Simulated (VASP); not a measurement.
# SiNi with r2SCAN: from relaxation to properties, part 3 of 5

How well does r2SCAN reproduce what experiment finds for SiNi? The cell is relaxed first, and properties follow on it. The start is a cell from a database of measured crystal structures.

VASP 6.6.1; r2SCAN, spin-polarised from a ferromagnetic start; plane waves and PAW (Si, Ni).

Still holding for the runs below: The k-mesh is coarse for a metal.

So far. Step 2 (Full relaxation (r2SCAN)): It ends with a largest force of 0.006 eV/Å and a pressure of 0.00 GPa. The volume lies -1.7 % from that of the database's start, which holds the thermal and zero-point expansion of its experiment. Step 3 (Second relaxation): It ends with a largest force of 0.007 eV/Å and a pressure of 0.00 GPa. The volume moved by only 0.04 %, so the cell is settled. The relaxed cell has a, b, c = 5.096, 3.340, 5.583 Å (conventional setting).

### Step 4. Density, ELF and potential (r2SCAN)

The relaxed cell gets a fresh self-consistent run, on a basis set for its own volume, to fix the density and to check the remaining stress.

Input file INCAR:

```
SYSTEM = SiNi
PREC = Accurate
ENCUT = 400
EDIFF = 1E-06
NELM = 100
ISMEAR = 0
SIGMA = 0.05
LREAL = .FALSE.
ALGO = Normal
METAGGA = R2SCAN
LASPH = .TRUE.
NBANDS = 43
ISPIN = 2
MAGMOM = 0 0 0 0 1 1 1 1
LMAXMIX = 4
LORBIT = 11
LWAVE = .FALSE.
LCHARG = .TRUE.
ISIF = 2
LELF = .TRUE.
LVHAR = .TRUE.
```

Input file POSCAR:

```
SiNi
1.0
    5.0958065375      0.0000000000      0.0000000000
    0.0000000000      3.3403347885      0.0000000000
    0.0000000000      0.0000000000      5.5828868782
Si Ni
4 4
Direct
    0.3210913218      0.7500000000      0.0830376570
    0.1789086782      0.2500000000      0.5830376570
    0.8210913218      0.7500000000      0.4169623430
    0.6789086782      0.2500000000      0.9169623430
    0.0077000757      0.2500000000      0.1892596210
    0.4922999243      0.7500000000      0.6892596210
    0.5077000757      0.2500000000      0.3107403790
    0.9922999243      0.7500000000      0.8107403790
```

Input file KPOINTS:

```
Automatic mesh
0
Gamma
5 7 4
0 0 0
```

PAW data sets: Si and Ni (PBE family, release 64).

On the command line:

```bash
$ mpirun -np 4 vasp_std
```

Log:

```text
[banner, memory and clock lines left out]
running    4 mpi-ranks, on    1 nodes
 distrk:  each k-point on    4 cores,    1 groups
 distr:  one band on    1 cores,    4 groups

 POSCAR found type information on POSCAR SiNi
 POSCAR found :  2 types and       8 ions
 [... a notice as in an earlier step ...]

 LDA part: xc-table for (None), standard interpolation
|                                                                             |
|           W    W    AA    RRRRR   N    N  II  N    N   GGGG   !!!           |
|           W    W   A  A   R    R  NN   N  II  NN   N  G    G  !!!           |
|           W    W  A    A  R    R  N N  N  II  N N  N  G       !!!           |
|           W WW W  AAAAAA  RRRRR   N  N N  II  N  N N  G  GGG   !            |
|           WW  WW  A    A  R   R   N   NN  II  N   NN  G    G                |
|           W    W  A    A  R    R  N    N  II  N    N   GGGG   !!!           |
|                                                                             |
|     The number of bands has been changed from the values supplied in        |
|     The orbitals not found in the WAVECAR file will be initialized with     |
|     random numbers, which is usually adequate. For correlated               |
|     calculations, however, you should redo the groundstate calculation.     |
|     I found NBANDS = 43. Now, NBANDS = 44.                                  |
|                                                                             |

 POSCAR, INCAR and KPOINTS ok, starting setup
 FFT: planning ... GRIDC
 FFT: planning ... GRID_SOFT
 FFT: planning ... GRID
 WAVECAR not read
 entering main loop
       N       E                     dE             d eps       ncg     rms          rms(c)
DAV:   1     0.300070235120E+03    0.30007E+03   -0.20342E+04  6336   0.128E+03
DAV:   2    -0.683913725837E+02   -0.36846E+03   -0.34541E+03  6356   0.305E+02
DAV:   3    -0.986648721645E+02   -0.30273E+02   -0.29023E+02  7100   0.103E+02
DAV:   4    -0.994809322296E+02   -0.81606E+00   -0.81183E+00  7540   0.164E+01
DAV:   5    -0.995045581424E+02   -0.23626E-01   -0.23618E-01  7776   0.256E+00    0.294E+01
DAV:   6    -0.101428575102E+03   -0.19240E+01   -0.93510E+01  7252   0.149E+02    0.363E+01
DAV:   7    -0.865193467710E+02    0.14909E+02   -0.30374E+01  7584   0.885E+01    0.713E+00
DAV:   8    -0.867602431618E+02   -0.24090E+00   -0.38489E+00  9012   0.182E+01    0.502E+00
DAV:   9    -0.867037207571E+02    0.56522E-01   -0.44824E-01  8232   0.759E+00    0.140E+00
DAV:  10    -0.867113956412E+02   -0.76749E-02   -0.29962E-02  8856   0.191E+00    0.626E-01
DAV:  11    -0.867126091804E+02   -0.12135E-02   -0.41529E-03  8408   0.552E-01    0.292E-01
DAV:  12    -0.867130597284E+02   -0.45055E-03   -0.11717E-03  7392   0.336E-01    0.149E-01
DAV:  13    -0.867131330809E+02   -0.73353E-04   -0.18617E-04  7736   0.117E-01    0.647E-02
DAV:  14    -0.867131479359E+02   -0.14855E-04   -0.27998E-05  7084   0.361E-02    0.162E-02
DAV:  15    -0.867131513179E+02   -0.33821E-05   -0.68567E-06  7084   0.184E-02    0.450E-03
DAV:  16    -0.867131520185E+02   -0.70056E-06   -0.81485E-07  3740   0.770E-03
   1 F= -.86713152E+02 E0= -.86712197E+02  d E =-.190929E-02  mag=    -0.0001
```

The job ended after 1.9 min (4 MPI ranks of Intel Xeon Platinum 8559C (Emerald Rapids), shared host; peak memory 0.67 GiB; 7.6 min of CPU time).

Parts of OUTCAR (step 4):

```text
  LATTYP: Found a simple orthorhombic cell.
 ALAT       =     3.3403347885
 B/A-ratio  =     1.5255376662
 C/A-ratio  =     1.6713554873

 Found     36 irreducible k-points:

   k-points           NKPTS =     36   k-points in BZ     NKDIM =     36   number of bands    NBANDS=     44

   ENCUT  =  400.0 eV  29.40 Ry    5.42 a.u.   8.31  5.45  9.10*2*pi/ulx,y,z

   NELECT =      56.0000    total number of electrons

 E-fermi :  10.5857

 spin component 1
 k-point     1 :       0.0000    0.0000    0.0000
  band No.  band energies     occupation
    ...
     24       8.5441      1.00000
     25       8.5596      1.00000
     26       9.3741      1.00000
     27       9.3800      1.00000
     28       9.5955      1.00000
     29      11.3061      0.00000
     30      12.0970      0.00000
     31      14.1491      0.00000
     32      14.7456      0.00000
     33      15.0754      0.00000
    ...

 k-point     2 :       0.2000    0.0000    0.0000
  band No.  band energies     occupation
    ...
     24       8.5022      1.00000
     25       8.5483      1.00000
     26       9.0741      1.00000
     27       9.8346      1.00000
     28       9.9495      1.00000
     29      12.4331      0.00000
     30      12.5578      0.00000
     31      13.6835      0.00000
     32      14.9995      0.00000
     33      15.0511      0.00000
    ...

 k-point     3 :       0.4000    0.0000    0.0000
  band No.  band energies     occupation
    ...
     22       8.0748      1.00000
     23       8.4533      1.00000
     24       8.5161      1.00000
     25       8.5340      1.00000
     26       8.7231      1.00000
     27      10.9035      0.00000
     28      11.0904      0.00000
     29      12.4440      0.00000
     30      12.6396      0.00000
     31      14.5780      0.00000
    ...

 k-point     4 :       0.0000    0.1429    0.0000
  band No.  band energies     occupation
    ...
     24       8.5099      1.00000
     25       8.8626      1.00000
     26       9.0657      1.00000
     27       9.4274      1.00000
     28       9.6755      1.00000
     29      11.2767      0.00000
     30      12.2896      0.00000
     31      12.3769      0.00000
     32      13.2004      0.00000
     33      14.7363      0.00000
    ...

  Total       -0.0415104      0.0288303     -0.0662778      0.0000000      0.0000000      0.0000000
  in kB       -0.6998515      0.4860684     -1.1174214      0.0000000      0.0000000      0.0000000
  external PRESSURE =      -0.4437348 kB  Pullay stress =       0.0000000 kB

  energy-cutoff  :      400.00
  volume of cell :       95.03
      direct lattice vectors                 reciprocal lattice vectors
     5.095806537  0.000000000  0.000000000     0.196239789  0.000000000  0.000000000
     0.000000000  3.340334788  0.000000000     0.000000000  0.299371190  0.000000000
     0.000000000  0.000000000  5.582886878     0.000000000  0.000000000  0.179118800

 POSITION                                       TOTAL-FORCE (eV/Angst)
 -----------------------------------------------------------------------------------
      1.63622      2.50525      0.46359         0.006284      0.000000      0.002367
      0.91168      0.83508      3.25503        -0.006284      0.000000      0.002367
      4.18412      2.50525      2.32785         0.006284      0.000000     -0.002367
      3.45959      0.83508      5.11930        -0.006284      0.000000     -0.002367
      0.03924      0.83508      1.05662         0.002310     -0.000000     -0.002905
      2.50867      2.50525      3.84806        -0.002310     -0.000000     -0.002905
      2.58714      0.83508      1.73483         0.002310     -0.000000      0.002905
      5.05657      2.50525      4.52627        -0.002310      0.000000      0.002905
 -----------------------------------------------------------------------------------
    total drift:                                0.000000      0.000000     -0.000000

  FREE ENERGIE OF THE ION-ELECTRON SYSTEM (eV)
  ---------------------------------------------------
  free  energy   TOTEN  =       -86.7131520185 eV

  energy  without entropy=      -86.7112427300  energy(sigma->0) =      -86.71219737

 magnetization (x)
# of ion       s       p       d       tot
------------------------------------------
    1        0.000   0.000   0.000   0.000
    2        0.000   0.000   0.000   0.000
    3        0.000   0.000   0.000   0.000
    4        0.000   0.000   0.000   0.000
    5       -0.000  -0.000   0.000   0.000
    6       -0.000  -0.000   0.000   0.000
    7       -0.000  -0.000   0.000   0.000
    8       -0.000  -0.000   0.000   0.000
--------------------------------------------------
tot          0.000   0.000   0.000   0.000

[... 6 parts as in an earlier step ...]

[... 9 further parts left out ...]
```

With spin, VASP writes an ELF for each channel.

This step gave:

```yaml
scf_cycles: 16
bands: 44
energy_at_zero_smearing: -86.7122 eV
pressure: -0.04437 GPa
```

Valence electrons inside each PAW sphere by angular momentum. Sphere charges, by row:

```
atom  s (e)  p (e)  d (e)  tot (e)
 Si1  0.753   0.88      0    1.633
 Si2  0.753   0.88      0    1.633
 Si3  0.753   0.88      0    1.633
 Si4  0.753   0.88      0    1.633
 Ni5  0.524  0.695  8.463    9.683
 Ni6  0.524  0.695  8.463    9.683
 Ni7  0.524  0.695  8.463    9.683
 Ni8  0.524  0.695  8.463    9.683
```

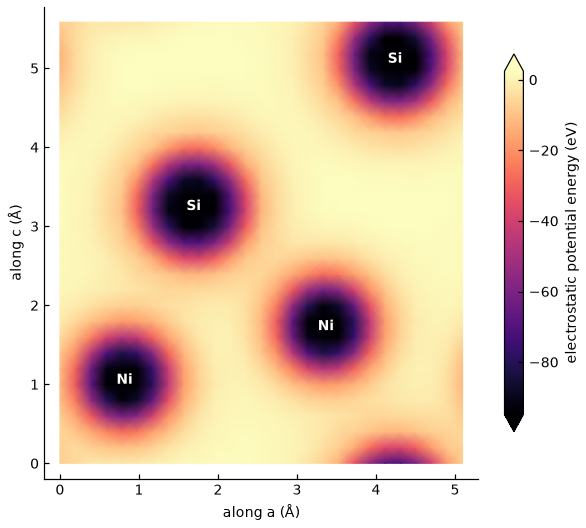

Electrostatic potential energy in the ac plane at fractional y = 0.250, with atoms of Si and Ni within 0.2 Å of it. With pseudopotentials it is smooth inside the atoms' cores, unlike the true potential. The map starts off the cell's origin, so that atoms lie inside it.

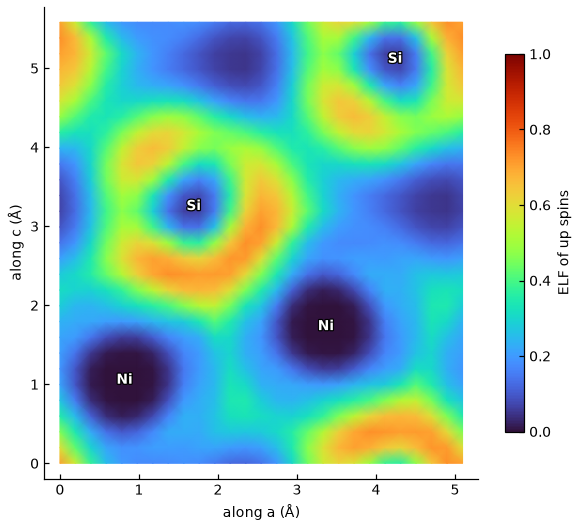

ELF of up spins in the ac plane at fractional y = 0.250, with atoms of Si and Ni within 0.2 Å of it. It is the smooth field of the valence electrons, not physical close to the nuclei. The map starts off the cell's origin, so that atoms lie inside it.

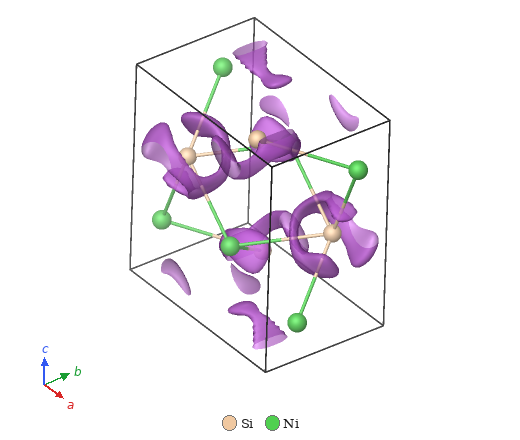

Surface of ELF of up spins = 0.7.

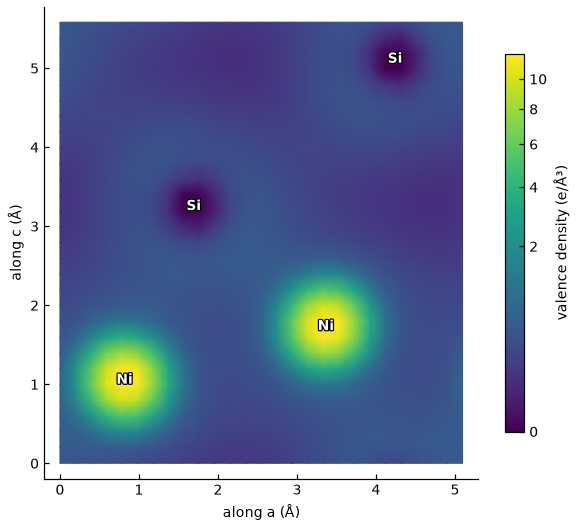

Valence density in the ac plane at fractional y = 0.250, with atoms of Si and Ni within 0.2 Å of it. It is the smooth field of the valence electrons, not physical close to the nuclei. The map starts off the cell's origin, so that atoms lie inside it. The colour scale is stretched toward low values.

In this run the pressure is -0.04 GPa, small enough to go on.

### Step 5. Band structure (r2SCAN)

Levels along the symmetry lines show where the bands peak and cross; KPOINTS_OPT computes them in the converged potential.

Edit INCAR of step 4 so:

```diff
@@ -11,3 +11,3 @@
 LASPH = .TRUE.
-NBANDS = 43
+NBANDS = 55
 ISPIN = 2
@@ -17,5 +17,3 @@
 LWAVE = .FALSE.
-LCHARG = .TRUE.
-ISIF = 2
-LELF = .TRUE.
-LVHAR = .TRUE.
+LCHARG = .FALSE.
+KPAR = 4
```

POSCAR is that of step 4.

KPOINTS is that of step 4.

Input file KPOINTS_OPT:

```
Line mode
12
Line-mode
Reciprocal
  0.00000000   0.00000000   0.00000000 GAMMA
  0.00000000  -0.50000000   0.00000000 X

  0.00000000  -0.50000000   0.00000000 X
 -0.50000000  -0.50000000   0.00000000 S

 -0.50000000  -0.50000000   0.00000000 S
 -0.50000000   0.00000000   0.00000000 Y

 -0.50000000   0.00000000   0.00000000 Y
  0.00000000   0.00000000   0.00000000 GAMMA

  0.00000000   0.00000000   0.00000000 GAMMA
  0.00000000   0.00000000  -0.50000000 Z

  0.00000000   0.00000000  -0.50000000 Z
  0.00000000  -0.50000000  -0.50000000 U

  0.00000000  -0.50000000  -0.50000000 U
 -0.50000000  -0.50000000  -0.50000000 R

 -0.50000000  -0.50000000  -0.50000000 R
 -0.50000000   0.00000000  -0.50000000 T

 -0.50000000   0.00000000  -0.50000000 T
  0.00000000   0.00000000  -0.50000000 Z

 -0.50000000   0.00000000   0.00000000 Y
 -0.50000000   0.00000000  -0.50000000 T

  0.00000000  -0.50000000  -0.50000000 U
  0.00000000  -0.50000000   0.00000000 X

 -0.50000000  -0.50000000   0.00000000 S
 -0.50000000  -0.50000000  -0.50000000 R
```

On the command line:

```bash
$ mpirun -np 4 vasp_std
```

Log:

```text
[... set-up lines as in an earlier step ...]
 entering main loop
       N       E                     dE             d eps       ncg     rms          rms(c)
DAV:   1     0.312101160230E+03    0.31210E+03   -0.18995E+04  7920   0.103E+03
DAV:   2    -0.602249103381E+02   -0.37233E+03   -0.33886E+03  7928   0.262E+02
DAV:   3    -0.983957487817E+02   -0.38171E+02   -0.35625E+02  8804   0.909E+01
DAV:   4    -0.994794295700E+02   -0.10837E+01   -0.10780E+01  9307   0.159E+01
DAV:   5    -0.995047615897E+02   -0.25332E-01   -0.25327E-01  9865   0.212E+00    0.294E+01
DAV:   6    -0.101713373259E+03   -0.22086E+01   -0.63608E+01  9338   0.119E+02    0.362E+01
DAV:   7    -0.865940894307E+02    0.15119E+02   -0.22479E+01  9677   0.697E+01    0.664E+00
DAV:   8    -0.867511047146E+02   -0.15702E+00   -0.19267E+00 11057   0.138E+01    0.485E+00
DAV:   9    -0.867043768481E+02    0.46728E-01   -0.34214E-01 11017   0.540E+00    0.129E+00
DAV:  10    -0.867115818181E+02   -0.72050E-02   -0.23067E-02 11349   0.150E+00    0.598E-01
DAV:  11    -0.867126675916E+02   -0.10858E-02   -0.36841E-03 10006   0.401E-01    0.266E-01
DAV:  12    -0.867130810093E+02   -0.41342E-03   -0.81427E-04  9627   0.228E-01    0.144E-01
DAV:  13    -0.867131347433E+02   -0.53734E-04   -0.14587E-04 10167   0.868E-02    0.593E-02
DAV:  14    -0.867131479585E+02   -0.13215E-04   -0.24231E-05  9628   0.286E-02    0.130E-02
DAV:  15    -0.867131514247E+02   -0.34662E-05   -0.50853E-06  8997   0.126E-02    0.536E-03
DAV:  16    -0.867131521994E+02   -0.77470E-06   -0.73830E-07  5308   0.609E-03
   1 F= -.86713152E+02 E0= -.86712197E+02  d E =-.191020E-02  mag=    -0.0001
 Start KPOINTS_OPT (optional k-point list driver)
k-point batch [1-36\144]
       N       E                     dE             ncg
DAV:   1     0.273564326144E+05   -0.18190E+05     7936
DAV:   2     0.141801146144E+05   -0.13176E+05     7936
DAV:   3     0.128253114565E+05   -0.13548E+04     8923
DAV:   4     0.127887741867E+05   -0.36537E+02     9237
DAV:   5     0.127878138887E+05   -0.96030E+00    11348
DAV:   6     0.127878062205E+05   -0.76682E-02     9622
DAV:   7     0.127878058693E+05   -0.35125E-03    11603
DAV:   8     0.127878058674E+05   -0.18518E-05     7319
DAV:   9     0.127878058672E+05   -0.22585E-06     5776
[...]
k-point batch [109-144\144]
       N       E                     dE             ncg
DAV:   1     0.274743238330E+05   -0.25868E+05     7935
DAV:   2     0.142414998244E+05   -0.13233E+05     7944
DAV:   3     0.128737441147E+05   -0.13678E+04     9013
DAV:   4     0.128371331936E+05   -0.36611E+02     9275
DAV:   5     0.128361654320E+05   -0.96776E+00    11672
DAV:   6     0.128361586515E+05   -0.67806E-02     9374
DAV:   7     0.128361583161E+05   -0.33539E-03    11907
DAV:   8     0.128361583143E+05   -0.17921E-05     6989
DAV:   9     0.128361583141E+05   -0.22087E-06     5963
```

It took 5.8 min on 4 MPI ranks; peak memory 1.8 GiB; 23 min of CPU time.

Parts of OUTCAR (step 5):

```text
   k-points           NKPTS =     36   k-points in BZ     NKDIM =     36   number of bands    NBANDS=     55

   NELECT =      56.0000    total number of electrons

 E-fermi :  10.5858

 spin component 1
 k-point     1 :       0.0000    0.0000    0.0000
  band No.  band energies     occupation
    ...
     24       8.5442      1.00000
     25       8.5596      1.00000
     26       9.3741      1.00000
     27       9.3801      1.00000
     28       9.5956      1.00000
     29      11.3062      0.00000
     30      12.0971      0.00000
     31      14.1492      0.00000
     32      14.7456      0.00000
     33      15.0755      0.00000
    ...

 k-point     2 :       0.2000    0.0000    0.0000
  band No.  band energies     occupation
    ...
     24       8.5023      1.00000
     25       8.5484      1.00000
     26       9.0742      1.00000
     27       9.8347      1.00000
     28       9.9495      1.00000
     29      12.4332      0.00000
     30      12.5578      0.00000
     31      13.6835      0.00000
     32      14.9995      0.00000
     33      15.0511      0.00000
    ...

  Total       -0.0555523      0.0155144     -0.0797935      0.0000000      0.0000000      0.0000000
  in kB       -0.9365937      0.2615669     -1.3452912      0.0000000      0.0000000      0.0000000
  external PRESSURE =      -0.6734394 kB  Pullay stress =       0.0000000 kB

 POSITION                                       TOTAL-FORCE (eV/Angst)
 -----------------------------------------------------------------------------------
      1.63622      2.50525      0.46359         0.006331     -0.000000      0.002349
      0.91168      0.83508      3.25503        -0.006331     -0.000000      0.002349
      4.18412      2.50525      2.32785         0.006331     -0.000000     -0.002349
      3.45959      0.83508      5.11930        -0.006331     -0.000000     -0.002349
      0.03924      0.83508      1.05662         0.002403     -0.000000     -0.003046
      2.50867      2.50525      3.84806        -0.002403      0.000000     -0.003046
      2.58714      0.83508      1.73483         0.002403     -0.000000      0.003046
      5.05657      2.50525      4.52627        -0.002403      0.000000      0.003046
 -----------------------------------------------------------------------------------
    total drift:                                0.000000      0.000000     -0.000000

  FREE ENERGIE OF THE ION-ELECTRON SYSTEM (eV)
  ---------------------------------------------------
  free  energy   TOTEN  =       -86.7131521994 eV

  energy  without entropy=      -86.7112420019  energy(sigma->0) =      -86.71219710

 magnetization (x)
# of ion       s       p       d       tot
------------------------------------------
    1        0.000   0.000   0.000   0.000
    2        0.000   0.000   0.000   0.000
    3        0.000   0.000   0.000   0.000
    4        0.000   0.000   0.000   0.000
    5       -0.000  -0.000  -0.000  -0.000
    6       -0.000  -0.000  -0.000  -0.000
    7       -0.000  -0.000  -0.000  -0.000
    8       -0.000  -0.000  -0.000  -0.000
--------------------------------------------------
tot          0.000   0.000  -0.000  -0.000

[... 8 parts as in an earlier step ...]

[... 13 further parts left out ...]
```

This step gave:

```yaml
bands: 55
pressure: -0.06734 GPa
```

Both spin channels agree. The electronic bands at the labelled points (eV, zero at the Fermi level; # counts the bands kept, so #1 is VASP's band 2):

```
    point    #24    #25    #26    #27    #28    #29   #30   #31
        Γ  -2.03  -1.21  -1.21  -0.99   0.72   1.51  3.56  4.16
        X  -2.04  -2.04  -1.52  -1.52  -0.58  -0.58  2.14  2.14
        S  -1.79  -1.79  -1.79  -1.79   0.55   0.55  0.55  0.55
        Y  -1.98  -1.98   1.17   1.17   1.20   1.20  4.20  4.20
        Γ  -2.03  -1.21  -1.21  -0.99   0.72   1.51  3.56  4.16
        Z  -1.56  -1.56  -0.25  -0.25   0.99   0.99  3.63  3.63
        U  -2.11  -2.11  -1.80  -1.80   0.18   0.18  1.58  1.58
        R  -2.02  -2.02  -2.02  -2.02   2.69   2.69  2.69  2.69
        T  -1.09  -1.09   0.86   0.86   2.47   2.47  2.97  2.97
        Z  -1.56  -1.56  -0.25  -0.25   0.99   0.99  3.63  3.63
jump to Y  -1.98  -1.98   1.17   1.17   1.20   1.20  4.20  4.20
        T  -1.09  -1.09   0.86   0.86   2.47   2.47  2.97  2.97
jump to U  -2.11  -2.11  -1.80  -1.80   0.18   0.18  1.58  1.58
        X  -2.04  -2.04  -1.52  -1.52  -0.58  -0.58  2.14  2.14
jump to S  -1.79  -1.79  -1.79  -1.79   0.55   0.55  0.55  0.55
        R  -2.02  -2.02  -2.02  -2.02   2.69   2.69  2.69  2.69
```

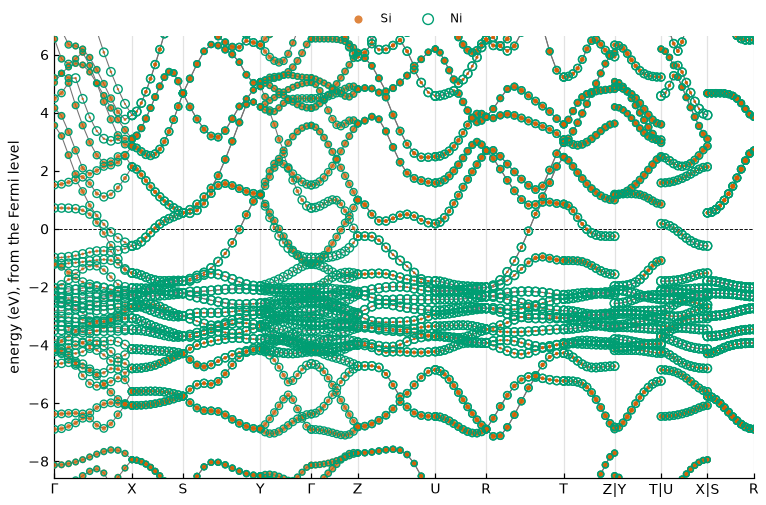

Electronic bands along the path; dots are coloured as in the legend, and their area grows with the weight.

There is no gap at this level.

Of the bands kept, 4 cross the Fermi level on this path.

(Part 3 of 5 ends here.)

[Lines on the potential files, build, host, timing and source positions are cut from VASP's logs without a mark.]

[Logs are printed without paths, hosts, clocks, repeated set-up lines and the standing remarks that a program may print on its own settings, such as how far it seeks lower states.]

[Hosts, paths, dates, database ids (printed as entryN), source tags and the programs' standing remarks are cut or masked in the printed files.]

[Measured values are set beside computed ones only where the two were judged alike; some that the calculation misses by far are left out.]
